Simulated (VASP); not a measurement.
Band structure of HfB2 (space group P6/mmm). Level of theory: PBEsol GGA, VASP's PBE PAW potentials (set 64) (plane waves; VASP).

Unless said otherwise, spin-orbit coupling is left out, though it shifts the bands of the heavy elements here.

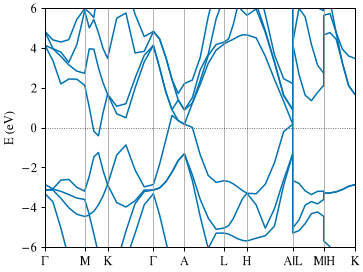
Fig. 1. Bands along high-symmetry lines, zero at the valence-band maximum or, without a gap, the Fermi level

### Question
Read the plot: is there a gap, and where are the band edges?

### Answer
It has no gap at this level: it comes out as a metal or semimetal.

The structure is a typed HfB2 crystal (P6/mmm). The cell was not relaxed at this level.
